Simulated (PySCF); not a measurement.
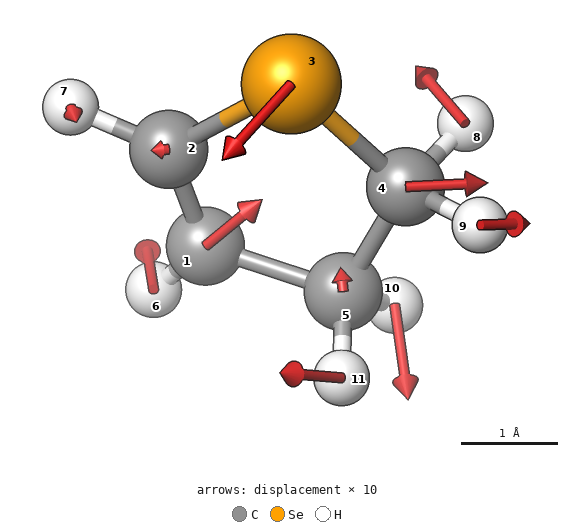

A relaxation of C4H6Se. The starting structure is drawn; red arrows show the displacements, 10 times their true length. The two geometries are superimposed by the best rigid fit.

A ball-and-stick model, seen from a free direction.

The start comes from GFN2-xTB. Its atoms were then displaced at random by about 0.03 Å.

The calculation used PBE0-D3(BJ)/def2-SVP geometry optimisation, gas phase in PySCF. 

Describe the change and its energy.

The largest move after the best rigid fit is that of Se3, 0.12 Å. By element the largest moves are Se 0.12 Å, H 0.12 Å, C 0.09 Å. Among the contacts that change: C1–H6 0.962 → 1.093 Å, Se3–C4 1.878 → 1.970 Å, C5–H11 1.043 → 1.108 Å, C1–C5 1.562 → 1.504 Å. Bond angles that change, for instance: H8–C4–H9 100.3° → 109.0°, Se3–C4–C5 114.3° → 106.6°, C2–C1–C5 111.1° → 116.2°. After 9 geometry steps the energy has fallen by 80.4 kJ/mol. Cost: 48 s on 1 thread of Arm Neoverse V2 (shared host).
